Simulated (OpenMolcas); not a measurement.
Single-point calculation of CH7NSn (part 1 of 2)

System: CH7NSn, SMILES C[NH][SnH3].
Method: HF/ANO-R0, RHF, sfX2C (OpenMolcas 26.06).

The geometry comes from this level: PBE0-D4/def2-TZVP.

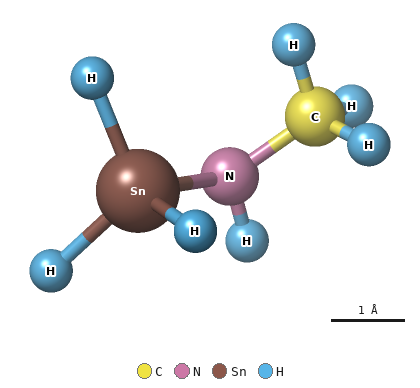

**Figure 1.** The structure (ball-and-stick view, seen at a tilt). Sticks mark near contacts.

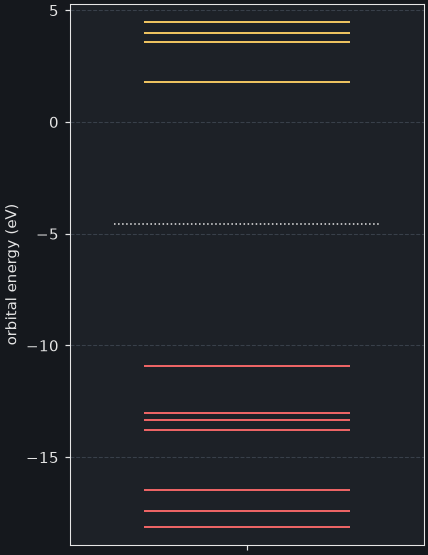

**Figure 2.** Orbital energies near the frontier; the dotted line parts filled from empty levels, and levels within 0.02 eV of each other stand side by side. Highest filled −10.93 eV, lowest empty 1.79 eV, 12.72 eV apart.

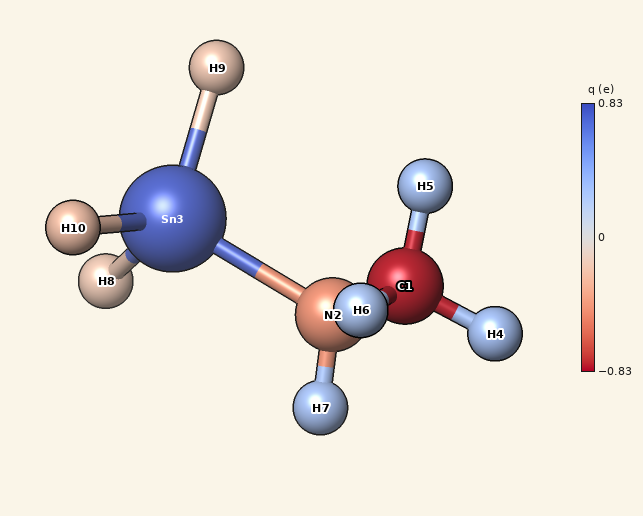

**Figure 3.** Mulliken charges, as the colour of each atom (ball-and-stick view, seen at a tilt; atoms are numbered from 1 in the order of the input). By element: C −0.79, N −0.46, Sn +0.76 and H −0.22 to +0.30 e.

The input that produced these results follows, with the program's output.

Input
```
* CH7NSn Hartree-Fock
&GATEWAY
Coord = geom.xyz
Basis = ANO-R0
Group = NoSym
&SEWARD
&SCF
PrOrbitals = 0
&LOCALISATION
Occupied
Freeze
Pipek-Mezey
&LOCALISATION
FileOrb = $Project.LocOrb
Virtual
Pipek-Mezey
```

File geom.xyz
```
10

C     -0.898400     0.758000    -0.879200
N     -0.343000    -0.532900    -0.516500
Sn     0.897300    -0.629400     1.085100
H     -1.664200     0.637600    -1.652700
H     -1.396800     1.201100    -0.011700
H     -0.168200     1.494600    -1.247500
H      0.037300    -1.004000    -1.326200
H      1.451700    -2.239000     1.169900
H     -0.052600    -0.195500     2.433700
H      2.220200     0.458400     0.948000
```

Launch command:
```bash
export MOLCAS_MEM=1860
pymolcas step1.inp > step1.log
```

Output
```
--- Start Module: gateway ---

                                              &GATEWAY

                       available to each process: 1.9 GB of memory, 1 thread

++    Symmetry information:
      ---------------------

                    Character Table for C1

                             E
                    a        1  x, y, xy, Rz, z, xz, Ry, yz, Rx, I
--

++    Basis set information:
      ----------------------

      Basis set label: C.ANO-R...2S1P.

      Electronic valence basis set:
      ------------------
      Associated Effective Charge   6.000000 au
      Associated Actual Charge      6.000000 au
      Nuclear Model: Finite nucleus - Gaussian distribution
        Gaussian exponent, Xi/bohr**(-2):  6.80775E+08

      Shell  nPrim  nBasis  Cartesian Spherical Contaminant
         s      12       2        X
         p       7       1        X

      Basis set label: N.ANO-R...2S1P.

      Electronic valence basis set:
      ------------------
      Associated Effective Charge   7.000000 au
      Associated Actual Charge      7.000000 au
      Nuclear Model: Finite nucleus - Gaussian distribution
        Gaussian exponent, Xi/bohr**(-2):  6.28656E+08

      Shell  nPrim  nBasis  Cartesian Spherical Contaminant
         s      13       2        X
         p       8       1        X

      Basis set label: SN.ANO-R...5S4P2D.

      Electronic valence basis set:
      ------------------
      Associated Effective Charge  50.000000 au
      Associated Actual Charge     50.000000 au
      Nuclear Model: Finite nucleus - Gaussian distribution
        Gaussian exponent, Xi/bohr**(-2):  1.90677E+08

      Shell  nPrim  nBasis  Cartesian Spherical Contaminant
         s      23       5        X
         p      18       4        X
         d      12       2                 X

      Basis set label: H.ANO-R...1S.

      Electronic valence basis set:
      ------------------
      Associated Effective Charge   1.000000 au
      Associated Actual Charge      1.000000 au
      Nuclear Model: Finite nucleus - Gaussian distribution
        Gaussian exponent, Xi/bohr**(-2):  2.12482E+09

      Shell  nPrim  nBasis  Cartesian Spherical Contaminant
         s       7       1        X
--

++    Molecular structure info:
      -------------------------

                    ************************************************
                    **** Cartesian Coordinates / bohr, angstrom ****
                    ************************************************

     Center  Label                x              y              z                     x              y              z
        1      C1              -1.697730       1.432412      -1.661447             -0.898400       0.758000      -0.879200
        2      N2              -0.648176      -1.007035      -0.976044             -0.343000      -0.532900      -0.516500
        3      SN3              1.695651      -1.189394       2.050542              0.897300      -0.629400       1.085100
        4      H4              -3.144882       1.204889      -3.123150             -1.664200       0.637600      -1.652700
        5      H5              -2.639569       2.269750      -0.022110             -1.396800       1.201100      -0.011700
        6      H6              -0.317852       2.824385      -2.357433             -0.168200       1.494600      -1.247500
        7      H7               0.070487      -1.897285      -2.506155              0.037300      -1.004000      -1.326200
        8      H8               2.743315      -4.231097       2.210791              1.451700      -2.239000       1.169900
        9      H9              -0.099400      -0.369441       4.599026             -0.052600      -0.195500       2.433700
       10      H10              4.195570       0.866250       1.791460              2.220200       0.458400       0.948000

                    ***************************************
                    *    InterNuclear Distances / bohr    *
                    ***************************************

               1 C1            2 N2            3 SN3           4 H4            5 H5            6 H6
    1 C1       0.000000
    2 N2       2.742671        0.000000
    3 SN3      5.671663        3.832362        0.000000
    4 H4       2.069443        3.966890        7.478666        0.000000
    5 H5       2.067758        3.951324        5.920785        3.317487        0.000000
    6 H6       2.079915        4.086212        6.292444        3.346818        3.339420        0.000000
    7 H7       3.863548        1.910566        4.889351        4.510296        5.556894        4.739946
    8 H8       8.172665        5.661510        3.221062        9.626616        8.730539        8.945347
    9 H9       6.707821        5.638181        3.223244        8.448994        5.896838        7.657714
   10 H10      6.853765        5.884739        3.246905        8.840267        7.209575        6.435727

               7 H7            8 H8            9 H9           10 H10
    7 H7       0.000000
    8 H8       5.902564        0.000000
    9 H9       7.269578        5.356966        0.000000
   10 H10      6.566806        5.316750        5.277890        0.000000

                    *******************************************
                    *    InterNuclear Distances / angstrom    *
                    *******************************************

               1 C1            2 N2            3 SN3           4 H4            5 H5            6 H6
    1 C1       0.000000
    2 N2       1.451359        0.000000
    3 SN3      3.001315        2.027999        0.000000
    4 H4       1.095102        2.099188        3.957540        0.000000
    5 H5       1.094210        2.090950        3.133145        1.755539        0.000000
    6 H6       1.100644        2.162330        3.329818        1.771060        1.767145        0.000000
    7 H7       2.044502        1.011028        2.587333        2.386746        2.940581        2.508271
    8 H8       4.324788        2.995942        1.704512        5.094186        4.620002        4.733674
    9 H9       3.549626        2.983597        1.705667        4.471015        3.120472        4.052288
   10 H10      3.626856        3.114070        1.718188        4.678068        3.815143        3.405640

               7 H7            8 H8            9 H9           10 H10
    7 H7       0.000000
    8 H8       3.123502        0.000000
    9 H9       3.846895        2.834784        0.000000
   10 H10      3.475004        2.813503        2.792939        0.000000

                    **************************************
                    *    Valence Bond Angles / degree    *
                    **************************************
                          Atom centers                 Phi
                      2 N2       1 C1       4 H4       110.26
                      2 N2       1 C1       5 H5       109.66
                      2 N2       1 C1       6 H6       115.15
                      4 H4       1 C1       5 H5       106.62
                      4 H4       1 C1       6 H6       107.53
                      5 H5       1 C1       6 H6       107.25
                      1 C1       2 N2       7 H7       110.99

           ***************************************************************
           *              Valence Dihedral Angles / degree               *
           ***************************************************************
                    Atom centers                       Phi1     Phi2     Theta
           4 H4       1 C1       2 N2       7 H7        110.26   110.99    56.93
           5 H5       1 C1       2 N2       7 H7        109.66   110.99   174.03
           6 H6       1 C1       2 N2       7 H7        115.15   110.99   -64.94
--

            Nuclear Potential Energy            268.28794688 au

--- Stop Module: gateway /rc=_RC_ALL_IS_WELL_ ---

--- Start Module: seward ---

                                              &SEWARD

                       available to each process: 1.9 GB of memory, 1 thread

               SEWARD will generate:
                  Multipole Moment integrals up to order  2
                  Kinetic Energy integrals
                  Nuclear Attraction integrals (finite nuclei - Gaussian type)
                  One-Electron Hamiltonian integrals
                  Velocity integrals
                  Relativistic X2C integrals
                  Orbital angular momentum around (  1.1420  -0.9078   1.3916 )
                  Velocity quadrupole around (  1.1420  -0.9078   1.3916 )
                  Atomic mean-field integrals
                  Two-Electron Repulsion integrals

                   Integrals are discarded if absolute value <: 1.00E-14
                   Integral cutoff threshold is set to       <: 1.00E-16

            Nuclear Potential Energy            268.28794688 au

      Basis set specifications :
      Symmetry species         a
      Basis functions           44

--- Stop Module: seward /rc=_RC_ALL_IS_WELL_ ---
--- Module seward spent 3 seconds ---

--- Start Module: scf ---

                                                &SCF

                       available to each process: 1.9 GB of memory, 1 thread

++    Input section:
      --------------

      Header of the integral files:

      Cartesian coordinates in angstrom:
      -----------------------------------------------------
      No.  Label        X            Y            Z
      -----------------------------------------------------
       1   C1        -0.89840000   0.75800000  -0.87920000
       2   N2        -0.34300000  -0.53290000  -0.51650000
       3   SN3        0.89730000  -0.62940000   1.08510000
       4   H4        -1.66420000   0.63760000  -1.65270000
       5   H5        -1.39680000   1.20110000  -0.01170000
       6   H6        -0.16820000   1.49460000  -1.24750000
       7   H7         0.03730000  -1.00400000  -1.32620000
       8   H8         1.45170000  -2.23900000   1.16990000
       9   H9        -0.05260000  -0.19550000   2.43370000
      10   H10        2.22020000   0.45840000   0.94800000
      -----------------------------------------------------
      Nuclear repulsion energy =  268.28794688
--

++    Orbital specifications:
      -----------------------

      Symmetry species               1
                                     a
      Frozen orbitals                0
      Occupied orbitals             35
      Secondary orbitals             9
      Deleted orbitals               0
      Total number of orbitals      44
      Number of basis functions     44
--

      Molecular charge                           0.000

++    Optimization specifications:
      ----------------------------

      SCF Algorithm: Conventional
      Minimized density differences are used
      Number of density matrices in core                 5
      Maximum number of NDDO SCF iterations            400
      Maximum number of HF SCF iterations              400
      Threshold for SCF energy change             1.00E-09
      Threshold for density matrix                1.00E-04
      Threshold for Fock matrix                   1.50E-04
      Threshold for linear dependence             1.00E-09
      Threshold at which DIIS is turned on        1.50E-01
      Maximum depth in the DIIS procedure                5
      Maximum depth in the BFGS Hessian update          30
      Threshold at which QNR/C2DIIS is turned on  7.50E-02
      Threshold for Norm(delta) (QNR/C2DIIS)      1.00E-03
      All orbitals punched on: SCFORB
--

      Input vectors read from INPORB
      Orbital file label: *Guess orbitals

++ Convergence information
                                   SCF        iterations: Energy and convergence statistics

Iter     Tot. SCF        One-elec.       Two-elec.     Energy      Max Dij or  Max Fij      DNorm      TNorm      AccCon     Time
         Energy          Energy          Energy        Change      Delta Norm                                                in Sec.

 The total and one-electron energies are shifted by a value of      6000. a.u.

   1  -268.940891755 -3147.343482304  2610.114643674   0.00E+00    6.26E-01*   1.74E-01*    1.16E+01   5.56E+02   None         0.
   2  -269.262000134 -3143.100109298  2605.550162288  -3.21E-01*   2.65E-01*   1.91E-01*    5.29E+00   5.56E+02   EDIIS        0.
   3  -269.460131889 -3147.755240712  2610.007161948  -1.98E-01*   1.78E-01*   7.35E-02*    1.65E+00   5.56E+02   EDIIS        0.
   4  -269.530587987 -3144.646203308  2606.827668446  -7.05E-02*   9.61E-02*   4.09E-02*    5.96E-01   5.56E+02   EDIIS        0.
   5  -269.540917933 -3146.119842553  2608.290977746  -1.03E-02*   2.31E-02*   1.41E-02*    1.73E-01   5.56E+02   c2DIIS       0.
   6  -269.547335228 -3145.505508403  2607.670226300  -6.42E-03*   8.90E-03*   2.88E-03*    2.30E-02   5.56E+02   QNRc2DIIS    0.
   7  -269.547485648 -3145.516931466  2607.681498943  -1.50E-04*   6.83E-03*   1.15E-03*    5.48E-03   5.56E+02   QNRc2DIIS    0.
   8  -269.547520690 -3145.521408458  2607.685940893  -3.50E-05*   3.26E-04    1.57E-04*    3.75E-03   5.56E+02   QNRc2DIIS    0.
   9  -269.547521037 -3145.524173781  2607.688705869  -3.47E-07*   5.05E-04    7.26E-05     3.73E-04   5.56E+02   QNRc2DIIS    0.
  10  -269.547521240 -3145.524964821  2607.689496706  -2.04E-07*   1.00E-04    1.71E-05     2.26E-04   5.56E+02   QNRc2DIIS    0.
  11  -269.547521248 -3145.524853073  2607.689384950  -7.14E-09*   2.09E-05    3.86E-06     1.46E-04   5.56E+02   QNRc2DIIS    0.
  12  -269.547521248 -3145.524767201  2607.689299078  -4.71E-10    6.16E-06    1.14E-06     3.14E-04   5.56E+02   QNRc2DIIS    0.

       Convergence after  12 Iterations
--

 *****************************************************************************************************************************
 *                                             SCF/KS-DFT Program, Final results                                             *
 *                                                       Final Results                                                       *
 *****************************************************************************************************************************

::    Total SCF energy                              -6269.5475212480
      One-electron energy                           -9145.5247672012
      Two-electron energy                            2607.6892990781
      Nuclear repulsion energy                        268.2879468750
      Kinetic energy (interpolated)                  7163.4241545343
      Virial theorem                                    0.8752165705
      Total spin, S(S+1)                                0.0000000000
      Total spin, S                                     0.0000000000
      Max non-diagonal density matrix element           0.0000049703
      Max non-diagonal Fock matrix element              0.0000004548

      No orbitals printed

++    Molecular charges:
      ------------------
```
